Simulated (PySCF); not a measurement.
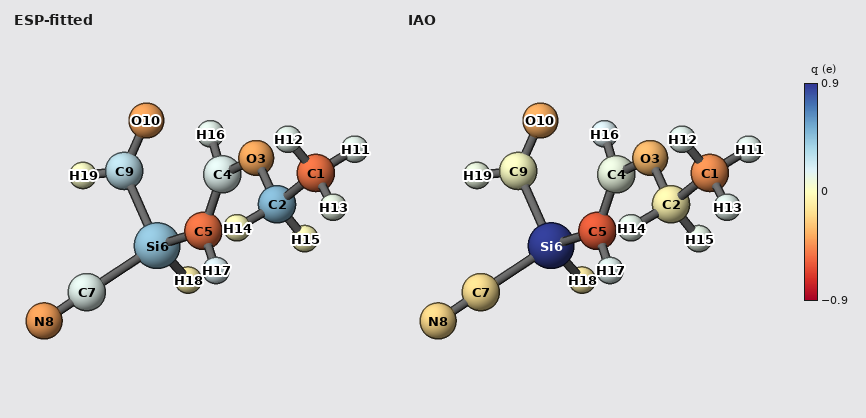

Atomic charges of one calculation by 2 schemes, on one colour scale. The computed structure is the end point of a GFN2-xTB optimisation. No frequency run is at hand to confirm it as a minimum. Method: PBE0/pcSseg-1 (PySCF 2.14.0).

Question: On which atom do the schemes disagree most?

Answer: On C2 (from −0.05 to 0.47 e).

List the charges (e), one line for each set of equivalent atoms.

```json
{"atom": "C1", "ESP-fitted": "−0.51", "IAO": "−0.42"}
{"atom": "C2", "ESP-fitted": "0.47", "IAO": "−0.05"}
{"atom": "O3", "ESP-fitted": "−0.36", "IAO": "−0.31"}
{"atom": "C4", "ESP-fitted": "0.16", "IAO": "0.11"}
{"atom": "C5", "ESP-fitted": "−0.51", "IAO": "−0.57"}
{"atom": "Si6", "ESP-fitted": "0.43", "IAO": "0.87"}
{"atom": "C7", "ESP-fitted": "0.15", "IAO": "−0.16"}
{"atom": "N8", "ESP-fitted": "−0.38", "IAO": "−0.19"}
{"atom": "C9", "ESP-fitted": "0.29", "IAO": "0.02"}
{"atom": "O10", "ESP-fitted": "−0.38", "IAO": "−0.35"}
{"atom": "H11", "ESP-fitted": "0.14", "IAO": "0.15"}
{"atom": "H12", "ESP-fitted": "0.14", "IAO": "0.15"}
{"atom": "H13", "ESP-fitted": "0.12", "IAO": "0.15"}
{"atom": "H14", "ESP-fitted": "−0.01", "IAO": "0.14"}
{"atom": "H15", "ESP-fitted": "−0.02", "IAO": "0.13"}
{"atom": "H16", "ESP-fitted": "0.14", "IAO": "0.18"}
{"atom": "H17", "ESP-fitted": "0.18", "IAO": "0.16"}
{"atom": "H18", "ESP-fitted": "−0.08", "IAO": "−0.10"}
{"atom": "H19", "ESP-fitted": "0.02", "IAO": "0.11"}
```

The geometry is semi-empirical. Around Si such bond lengths and angles can be off by a tenth of an ångström or more and by several degrees, and values that hang on the shape move with them.
